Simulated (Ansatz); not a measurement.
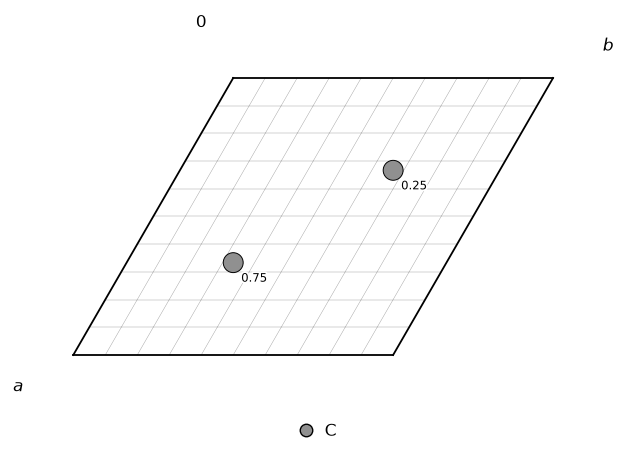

Plan of a unit cell projected along c (a down the page, b across); the numbers are heights as fractions of c, and atoms on the cell's edges are repeated. The grid marks tenths of a and b. Source: the end point of a relaxation with DFT, r2SCAN, plane waves (500 eV) with PAW, scalar-relativistic (Ansatz); the starting structure was generated, so it need not be a known form of this composition. Geometry calculated from the standardised cell; symmetry tolerance 0.002 Å.

a = 1.714 Å, b = 1.714 Å, c = 6.869 Å, α = 90.00°, β = 90.00°, γ = 120.00°.

Question: What does the cell contain?

Answer: 2 C: C, Z = 2.

Question: Give the fractional coordinates of all atoms, to two places.

Answer:
| atom | x | y | z |
| --- | --- | --- | --- |
| C | 0.33 | 0.67 | 0.25 |
| C | 0.67 | 0.33 | 0.75 |
